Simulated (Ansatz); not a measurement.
# WSi (quintet): wB97M-V, B2PLYP over vertical spin and charge gaps, def2-QZVPP

Aim: run WSi (quintet) with these functionals over vertical spin and charge gaps, and hold them against the top wave-function level at the same points.

Computed with Ansatz 0.2.0, Gaussian basis. Level: def2-QZVPP, all electrons in the functionals, frozen cores in the correlation of double hybrids and RPA.

To be run: wB97M-V, B2PLYP, at charge 0, quintet; charge 0, triplet; charge 0, septet; charge 1, quartet; charge 1, sextet.

**1. The geometry**

The geometry is a PBE0/def2-TZVP stationary point (not a proven minimum). No spin-orbit coupling is included. Elements past krypton take def2 core potentials.

2 atoms, charge 0, spin multiplicity 5.

Atoms are counted from 1 here; the program's logs count them from 0.

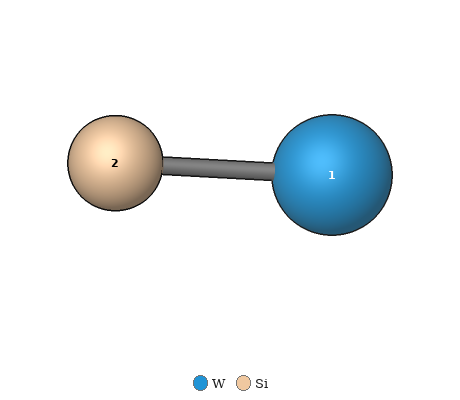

The structure; tungsten blue, silicon light orange; atoms are numbered from 1 in the order of the file.

No dispersion term is added; wB97M-V holds VV10 nonlocal correlation.

The geometry shown and the zero of energy belong to the point charge 0, quintet. The yardstick, UCCSD(T), and other wave-function levels (R restricted, U unrestricted, valence and pair active spaces) come from earlier runs.

**2. wB97M-V, charge 0, quintet**

The input, in.yaml:

```yaml
crystal:
  periodic: [false, false, false]
  atoms:
    - {symbol: W, position_ang: [0.000000, 0.000000, 0.000000]}
    - {symbol: Si, position_ang: [0.000000, 0.000000, 2.328000]}
basis:
  gaussian: {orbitals: "def2-QZVPP.json"}
magnetization: {spin_polarized: true, initial_magnetization: 4}
hamiltonian: {xc: {name: wB97M-V}}
output: {orbitals: {seedname: orbitals}}
```

The run is started by

```console
> ansatz run in.yaml --threads 2 --pin off --events-out ev --progress --plain --max-ram 24576MiB --backend cuda --devices 0, --max-vram 18GiB
```

Output (excerpt; [...] marks lines left out):

```text
Functional definition: wB97M-V
  name "wB97M-V"
  cite "Mardirossian & Head-Gordon, J. Chem. Phys. 144, 214110 (2016) doi:10.1063/1.4952647"
  cite "Becke, J. Chem. Phys. 107, 8554 (1997) doi:10.1063/1.475007"
  cite "Vydrov & Van Voorhis, J. Chem. Phys. 133, 244103 (2010) doi:10.1063/1.3521275"
  # Of w^i u^j: cxij and so on, Table III.
[...]
  gx(w, u) = 1 - cx + cx01*u + cx10*w
  gss(w, u) = css00 + css04*u^4 + css10*w + css20*w^2 + css43*w^4*u^3
  gos(w, u) = cos00 + cos10*w + (cos20 + cos21*u)*w^2 + (cos60 + cos61*u)*w^6
[...]
      + integral(e_c_pw_mod_opposite_spin*gos(b97_w_opposite, b97_u_opposite)) + vv10(b, c)
787 factors; their error is unknown
156 factors; integrals over basis functions are off by at most 3.3e-4 eV
[...]
mean field -9695.50530362 eV, -356.3032480584 hartree, gradient 8.5e-6 eV, S^2 6.352879; 5 other end points of the search recorded, 0 dependent functions left out
reference -9695.50534070 eV, -356.3032494213 hartree; 16, 12 occupied and 135, 139 virtual orbitals, 787 factors
Total energy: -9695.50534070 eV, -356.3032494213 hartree
```

Wall time 4.9 s (1 × H100 (card shared with other runs) with 2 threads of AMD EPYC 7R13, shared host); peak host memory 0.93 GiB.

From the report: ⟨S²⟩ of the determinant 6.353 (pure quintet: 6.00).

**3. wB97M-V, charge 0, triplet**

Edit in.yaml of step 2 so:

```diff
@@ -7,3 +7,3 @@
   gaussian: {orbitals: "def2-QZVPP.json"}
-magnetization: {spin_polarized: true, initial_magnetization: 4}
+magnetization: {spin_polarized: true, initial_magnetization: 2}
 hamiltonian: {xc: {name: wB97M-V}}
```

Launched as before.

Output (excerpt; [...] marks lines left out):

```text
Functional definition: wB97M-V
  name "wB97M-V"
  cite "Mardirossian & Head-Gordon, J. Chem. Phys. 144, 214110 (2016) doi:10.1063/1.4952647"
  cite "Becke, J. Chem. Phys. 107, 8554 (1997) doi:10.1063/1.475007"
  cite "Vydrov & Van Voorhis, J. Chem. Phys. 133, 244103 (2010) doi:10.1063/1.3521275"
  # Of w^i u^j: cxij and so on, Table III.
[...]
  gx(w, u) = 1 - cx + cx01*u + cx10*w
  gss(w, u) = css00 + css04*u^4 + css10*w + css20*w^2 + css43*w^4*u^3
  gos(w, u) = cos00 + cos10*w + (cos20 + cos21*u)*w^2 + (cos60 + cos61*u)*w^6
[...]
      + integral(e_c_pw_mod_opposite_spin*gos(b97_w_opposite, b97_u_opposite)) + vv10(b, c)
787 factors; their error is unknown
156 factors; integrals over basis functions are off by at most 3.3e-4 eV
[...]
mean field -9695.06681713 eV, -356.2871339774 hartree, gradient 9.8e-6 eV, S^2 2.553956; 8 other end points of the search recorded, 0 dependent functions left out
reference -9695.06685360 eV, -356.2871353174 hartree; 15, 13 occupied and 136, 138 virtual orbitals, 787 factors
Total energy: -9695.06685360 eV, -356.2871353174 hartree
```

Wall time 21 s (1 × H100 (card shared with other runs) with 2 threads of AMD EPYC 7R13, shared host); peak host memory 0.97 GiB.

From the report: ⟨S²⟩ of the determinant 2.554 (pure triplet: 2.00). The determinant is far from a pure spin state, so its energy mixes those of several spin states (harmless only where they are near-degenerate, as at dissociation).

From charge 0, quintet: +0.438 eV.

**4. wB97M-V, charge 0, septet**

Edit in.yaml of step 3 so:

```diff
@@ -7,3 +7,3 @@
   gaussian: {orbitals: "def2-QZVPP.json"}
-magnetization: {spin_polarized: true, initial_magnetization: 2}
+magnetization: {spin_polarized: true, initial_magnetization: 6}
 hamiltonian: {xc: {name: wB97M-V}}
```

Same command.

Output (excerpt; [...] marks lines left out):

```text
Functional definition: wB97M-V
  name "wB97M-V"
  cite "Mardirossian & Head-Gordon, J. Chem. Phys. 144, 214110 (2016) doi:10.1063/1.4952647"
  cite "Becke, J. Chem. Phys. 107, 8554 (1997) doi:10.1063/1.475007"
  cite "Vydrov & Van Voorhis, J. Chem. Phys. 133, 244103 (2010) doi:10.1063/1.3521275"
  # Of w^i u^j: cxij and so on, Table III.
[...]
  gx(w, u) = 1 - cx + cx01*u + cx10*w
  gss(w, u) = css00 + css04*u^4 + css10*w + css20*w^2 + css43*w^4*u^3
  gos(w, u) = cos00 + cos10*w + (cos20 + cos21*u)*w^2 + (cos60 + cos61*u)*w^6
[...]
      + integral(e_c_pw_mod_opposite_spin*gos(b97_w_opposite, b97_u_opposite)) + vv10(b, c)
787 factors; their error is unknown
156 factors; integrals over basis functions are off by at most 3.3e-4 eV
[...]
mean field -9694.70259833 eV, -356.2737491831 hartree, gradient 1.5e-5 eV, S^2 12.010754; 3 other end points of the search recorded, 0 dependent functions left out
reference -9694.70263346 eV, -356.2737504743 hartree; 17, 11 occupied and 134, 140 virtual orbitals, 787 factors
Total energy: -9694.70263346 eV, -356.2737504743 hartree
```

Wall time 7 s (1 × H100 (card shared with other runs) with 2 threads of AMD EPYC 7R13, shared host); peak host memory 0.93 GiB.

From the report: ⟨S²⟩ of the determinant 12.011 (pure septet: 12.00).

From charge 0, quintet: +0.803 eV.

**5. wB97M-V, charge 1, quartet**

Edit in.yaml of step 4 so:

```diff
@@ -7,3 +7,4 @@
   gaussian: {orbitals: "def2-QZVPP.json"}
-magnetization: {spin_polarized: true, initial_magnetization: 6}
+total_charge: 1
+magnetization: {spin_polarized: true, initial_magnetization: 3}
 hamiltonian: {xc: {name: wB97M-V}}
```

Launched as before.

Output (excerpt; [...] marks lines left out):

```text
Functional definition: wB97M-V
  name "wB97M-V"
  cite "Mardirossian & Head-Gordon, J. Chem. Phys. 144, 214110 (2016) doi:10.1063/1.4952647"
  cite "Becke, J. Chem. Phys. 107, 8554 (1997) doi:10.1063/1.475007"
  cite "Vydrov & Van Voorhis, J. Chem. Phys. 133, 244103 (2010) doi:10.1063/1.3521275"
  # Of w^i u^j: cxij and so on, Table III.
[...]
  gx(w, u) = 1 - cx + cx01*u + cx10*w
  gss(w, u) = css00 + css04*u^4 + css10*w + css20*w^2 + css43*w^4*u^3
  gos(w, u) = cos00 + cos10*w + (cos20 + cos21*u)*w^2 + (cos60 + cos61*u)*w^6
[...]
      + integral(e_c_pw_mod_opposite_spin*gos(b97_w_opposite, b97_u_opposite)) + vv10(b, c)
787 factors; their error is unknown
156 factors; integrals over basis functions are off by at most 3.3e-4 eV
[...]
mean field -9687.96570658 eV, -356.0261729779 hartree, gradient 9.9e-6 eV, S^2 3.851525; 8 other end points of the search recorded, 0 dependent functions left out
reference -9687.96574886 eV, -356.0261745317 hartree; 15, 12 occupied and 136, 139 virtual orbitals, 787 factors
Total energy: -9687.96574886 eV, -356.0261745317 hartree
```

Run time: 12 s. Hardware: 1 × H100 (card shared with other runs) with 2 threads of AMD EPYC 7R13, shared host; peak host memory 0.96 GiB.

From the report: ⟨S²⟩ of the determinant 3.852 (pure quartet: 3.75).

From charge 0, quintet: +7.540 eV.

**6. wB97M-V, charge 1, sextet**

Edit in.yaml of step 5 so:

```diff
@@ -8,3 +8,3 @@
 total_charge: 1
-magnetization: {spin_polarized: true, initial_magnetization: 3}
+magnetization: {spin_polarized: true, initial_magnetization: 5}
 hamiltonian: {xc: {name: wB97M-V}}
```

The command is unchanged.

Output (excerpt; [...] marks lines left out):

```text
Functional definition: wB97M-V
  name "wB97M-V"
  cite "Mardirossian & Head-Gordon, J. Chem. Phys. 144, 214110 (2016) doi:10.1063/1.4952647"
  cite "Becke, J. Chem. Phys. 107, 8554 (1997) doi:10.1063/1.475007"
  cite "Vydrov & Van Voorhis, J. Chem. Phys. 133, 244103 (2010) doi:10.1063/1.3521275"
  # Of w^i u^j: cxij and so on, Table III.
[...]
  gx(w, u) = 1 - cx + cx01*u + cx10*w
  gss(w, u) = css00 + css04*u^4 + css10*w + css20*w^2 + css43*w^4*u^3
  gos(w, u) = cos00 + cos10*w + (cos20 + cos21*u)*w^2 + (cos60 + cos61*u)*w^6
[...]
      + integral(e_c_pw_mod_opposite_spin*gos(b97_w_opposite, b97_u_opposite)) + vv10(b, c)
787 factors; their error is unknown
156 factors; integrals over basis functions are off by at most 3.3e-4 eV
[...]
mean field -9688.59125248 eV, -356.0491613655 hartree, gradient 2.4e-5 eV, S^2 8.759691; 2 other end points of the search recorded, 0 dependent functions left out
reference -9688.59129438 eV, -356.0491629056 hartree; 16, 11 occupied and 135, 140 virtual orbitals, 787 factors
Total energy: -9688.59129438 eV, -356.0491629056 hartree
```

Run time: 33 s. Hardware: 1 × H100 (card shared with other runs) with 2 threads of AMD EPYC 7R13, shared host; peak host memory 0.96 GiB.

From the report: ⟨S²⟩ of the determinant 8.760 (pure sextet: 8.75).

From charge 0, quintet: +6.914 eV.

**7. B2PLYP, charge 0, quintet**

The input, in.yaml:

```yaml
crystal:
  periodic: [false, false, false]
  atoms:
    - {symbol: W, position_ang: [0.000000, 0.000000, 0.000000]}
    - {symbol: Si, position_ang: [0.000000, 0.000000, 2.328000]}
basis:
  gaussian: {orbitals: "def2-QZVPP.json"}
magnetization: {spin_polarized: true, initial_magnetization: 4}
hamiltonian: {xc: {name: B2PLYP}}
correlation: {electrons: outside_noble_gas}
```

Same command.

Output (excerpt; [...] marks lines left out):

```text
Functional definition: B2PLYP
  name "B2PLYP"
  cite "Grimme, J. Chem. Phys. 124, 034108 (2006) doi:10.1063/1.2148954"
  cite "Becke, Phys. Rev. A 38, 3098 (1988) doi:10.1103/PhysRevA.38.3098"
  cite "Lee, Yang & Parr, Phys. Rev. B 37, 785 (1988) doi:10.1103/PhysRevB.37.785"
[...]
910 factors; integrals over basis functions are off by at most 1.1e-3 eV
[...]
mean field -9687.90548489 eV, -356.0239598714 hartree, gradient 4.7e-6 eV, S^2 6.549846; 13 other end points of the search recorded, 0 dependent functions left out
9 core orbitals not correlated: weight in the atoms' cores, before any rotation towards them, 0.999 or more for the frozen orbitals, at most 0.000 for the correlated occupied ones
reference -9687.90559532 eV, -356.0239639298 hartree; 7, 3 occupied and 135, 139 virtual orbitals, 910 factors
second order -8.30816268 eV of doubles, -0.00000000 eV of singles
Total energy: -9690.14879925 eV, -356.1064001535 hartree
```

It took 9 s on 1 × H100 (card shared with other runs) with 2 threads of AMD EPYC 7R13, shared host; peak host memory 0.89 GiB.

From the report: ⟨S²⟩ of the determinant 6.550 (pure quintet: 6.00). The determinant is far from a pure spin state, so its energy mixes those of several spin states (harmless only where they are near-degenerate, as at dissociation).

**8. B2PLYP, charge 0, triplet**

Edit in.yaml of step 7 so:

```diff
@@ -7,3 +7,3 @@
   gaussian: {orbitals: "def2-QZVPP.json"}
-magnetization: {spin_polarized: true, initial_magnetization: 4}
+magnetization: {spin_polarized: true, initial_magnetization: 2}
 hamiltonian: {xc: {name: B2PLYP}}
```

Same command.

Output (excerpt; [...] marks lines left out):

```text
Functional definition: B2PLYP
  name "B2PLYP"
  cite "Grimme, J. Chem. Phys. 124, 034108 (2006) doi:10.1063/1.2148954"
  cite "Becke, Phys. Rev. A 38, 3098 (1988) doi:10.1103/PhysRevA.38.3098"
  cite "Lee, Yang & Parr, Phys. Rev. B 37, 785 (1988) doi:10.1103/PhysRevB.37.785"
[...]
910 factors; integrals over basis functions are off by at most 1.1e-3 eV
[...]
mean field -9687.44306140 eV, -356.0069661215 hartree, gradient 6.3e-8 eV, S^2 3.094720; 19 other end points of the search recorded, 0 dependent functions left out
9 core orbitals not correlated: weight in the atoms' cores, before any rotation towards them, 0.999 or more for the frozen orbitals, at most 0.000 for the correlated occupied ones
reference -9687.44317070 eV, -356.0069701382 hartree; 6, 4 occupied and 136, 138 virtual orbitals, 910 factors
second order -8.92819195 eV of doubles, -0.00000000 eV of singles
Total energy: -9689.85378252 eV, -356.0955584889 hartree
```

Run time: 32 s. Hardware: 1 × H100 (card shared with other runs) with 2 threads of AMD EPYC 7R13, shared host; peak host memory 0.88 GiB.

From the report: ⟨S²⟩ of the determinant 3.095 (pure triplet: 2.00). The determinant is far from a pure spin state, so its energy mixes those of several spin states (harmless only where they are near-degenerate, as at dissociation).

From charge 0, quintet: +0.295 eV.

**9. B2PLYP, charge 0, septet**

Edit in.yaml of step 8 so:

```diff
@@ -7,3 +7,3 @@
   gaussian: {orbitals: "def2-QZVPP.json"}
-magnetization: {spin_polarized: true, initial_magnetization: 2}
+magnetization: {spin_polarized: true, initial_magnetization: 6}
 hamiltonian: {xc: {name: B2PLYP}}
```

Same command.

Output (excerpt; [...] marks lines left out):

```text
Functional definition: B2PLYP
  name "B2PLYP"
  cite "Grimme, J. Chem. Phys. 124, 034108 (2006) doi:10.1063/1.2148954"
  cite "Becke, Phys. Rev. A 38, 3098 (1988) doi:10.1103/PhysRevA.38.3098"
  cite "Lee, Yang & Parr, Phys. Rev. B 37, 785 (1988) doi:10.1103/PhysRevB.37.785"
[...]
910 factors; integrals over basis functions are off by at most 1.1e-3 eV
[...]
mean field -9687.17782459 eV, -355.9972188487 hartree, gradient 6.6e-6 eV, S^2 12.039372; 6 other end points of the search recorded, 0 dependent functions left out
9 core orbitals not correlated: weight in the atoms' cores, before any rotation towards them, 0.999 or more for the frozen orbitals, at most 0.000 for the correlated occupied ones
reference -9687.17793425 eV, -355.9972228786 hartree; 8, 2 occupied and 134, 140 virtual orbitals, 910 factors
second order -7.20950209 eV of doubles, -0.00000000 eV of singles
Total energy: -9689.12449981 eV, -356.0687578436 hartree
```

Wall time 7.5 s (1 × H100 (card shared with other runs) with 2 threads of AMD EPYC 7R13, shared host); peak host memory 0.87 GiB.

From the report: ⟨S²⟩ of the determinant 12.039 (pure septet: 12.00).

From charge 0, quintet: +1.024 eV.

**10. B2PLYP, charge 1, quartet**

Edit in.yaml of step 9 so:

```diff
@@ -7,3 +7,4 @@
   gaussian: {orbitals: "def2-QZVPP.json"}
-magnetization: {spin_polarized: true, initial_magnetization: 6}
+total_charge: 1
+magnetization: {spin_polarized: true, initial_magnetization: 3}
 hamiltonian: {xc: {name: B2PLYP}}
```

The command is unchanged.

Output (excerpt; [...] marks lines left out):

```text
Functional definition: B2PLYP
  name "B2PLYP"
  cite "Grimme, J. Chem. Phys. 124, 034108 (2006) doi:10.1063/1.2148954"
  cite "Becke, Phys. Rev. A 38, 3098 (1988) doi:10.1103/PhysRevA.38.3098"
  cite "Lee, Yang & Parr, Phys. Rev. B 37, 785 (1988) doi:10.1103/PhysRevB.37.785"
[...]
910 factors; integrals over basis functions are off by at most 1.1e-3 eV
[...]
mean field -9680.53554978 eV, -355.7531197517 hartree, gradient 1.9e-7 eV, S^2 4.326935; 20 other end points of the search recorded, 0 dependent functions left out
9 core orbitals not correlated: weight in the atoms' cores, before any rotation towards them, 0.999 or more for the frozen orbitals, at most 0.000 for the correlated occupied ones
reference -9680.53567018 eV, -355.7531241765 hartree; 6, 3 occupied and 136, 139 virtual orbitals, 910 factors
second order -7.59033008 eV of doubles, -0.00000000 eV of singles
Total energy: -9682.58505931 eV, -355.8284378376 hartree
```

Wall time 28 s (1 × H100 (card shared with other runs) with 2 threads of AMD EPYC 7R13, shared host); peak host memory 0.88 GiB.

From the report: ⟨S²⟩ of the determinant 4.327 (pure quartet: 3.75). The determinant is far from a pure spin state, so its energy mixes those of several spin states (harmless only where they are near-degenerate, as at dissociation).

From charge 0, quintet: +7.564 eV.

**11. B2PLYP, charge 1, sextet**

Edit in.yaml of step 10 so:

```diff
@@ -8,3 +8,3 @@
 total_charge: 1
-magnetization: {spin_polarized: true, initial_magnetization: 3}
+magnetization: {spin_polarized: true, initial_magnetization: 5}
 hamiltonian: {xc: {name: B2PLYP}}
```

Same command.

Output (excerpt; [...] marks lines left out):

```text
Functional definition: B2PLYP
  name "B2PLYP"
  cite "Grimme, J. Chem. Phys. 124, 034108 (2006) doi:10.1063/1.2148954"
  cite "Becke, Phys. Rev. A 38, 3098 (1988) doi:10.1103/PhysRevA.38.3098"
  cite "Lee, Yang & Parr, Phys. Rev. B 37, 785 (1988) doi:10.1103/PhysRevB.37.785"
[...]
910 factors; integrals over basis functions are off by at most 1.1e-3 eV
[...]
mean field -9681.17920673 eV, -355.7767737082 hartree, gradient 1.7e-6 eV, S^2 8.772076; 6 other end points of the search recorded, 0 dependent functions left out
9 core orbitals not correlated: weight in the atoms' cores, before any rotation towards them, 0.999 or more for the frozen orbitals, at most 0.000 for the correlated occupied ones
reference -9681.17932808 eV, -355.7767781678 hartree; 7, 2 occupied and 135, 140 virtual orbitals, 910 factors
second order -6.85037556 eV of doubles, -0.00000000 eV of singles
Total energy: -9683.02892948 eV, -355.8447497656 hartree
```

Run time: 23 s. Hardware: 1 × H100 (card shared with other runs) with 2 threads of AMD EPYC 7R13, shared host; peak host memory 0.87 GiB.

From the report: ⟨S²⟩ of the determinant 8.772 (pure sextet: 8.75).

From charge 0, quintet: +7.120 eV.

**12. Against the wave-function levels**

No level is safe as a reference over these points; UCCSD(T) serves as a yardstick only. It comes from earlier runs at the same points. Energies in eV, counted from charge 0, quintet; blanks weren't run or aren't comparable.

```csv
level,quintet to triplet,quintet to septet,ionisation to the quartet cation,ionisation to the sextet cation
UCCSD(T),0.113,0.956,7.706,7.169
wB97M-V,0.438,0.803,7.540,6.914
B2PLYP,0.295,1.024,7.564,7.120
```

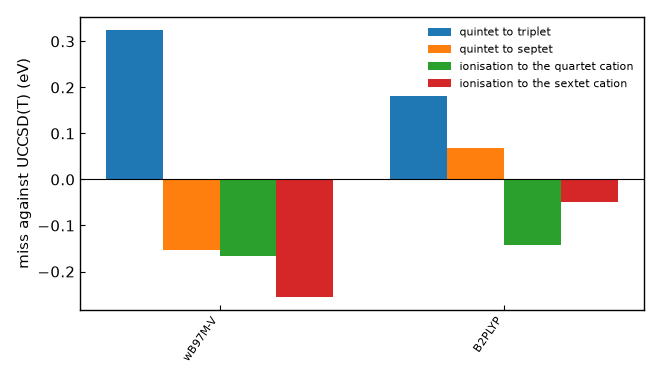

Misses of the gaps against UCCSD(T).

Largest miss and mean time a point (UCCSD(T) took 60 s a point; shared hosts):

```
  level  largest miss (eV)               where  time a point
wB97M-V             +0.325  quintet to triplet          15 s
 B2PLYP             +0.182  quintet to triplet          20 s
```

**13. Results**

| quantity | value |
| --- | --- |
| quintet to triplet, UCCSD(T) | 0.113 eV |
| quintet to septet, UCCSD(T) | 0.956 eV |
| ionisation to the quartet cation, UCCSD(T) | 7.706 eV |
| ionisation to the sextet cation, UCCSD(T) | 7.169 eV |
| largest miss, wB97M-V | +0.325 eV (quintet to triplet) |
| largest miss, B2PLYP | +0.182 eV (quintet to triplet) |

What this shows: Of the functionals, B2PLYP keep the smallest largest miss at the points compared (at most 0.182 eV) and wB97M-V strays most (0.325 eV, at quintet to triplet). wB97M-V, B2PLYP clearly break the spin symmetry at some points (⟨S²⟩ up to 1.09 above the pure value), so energy there is bought with a mixed spin. Functionals and the yardstick converge differently with the basis, so part of each miss in def2-QZVPP is the basis. The yardstick itself may be off where one determinant is a poor start.
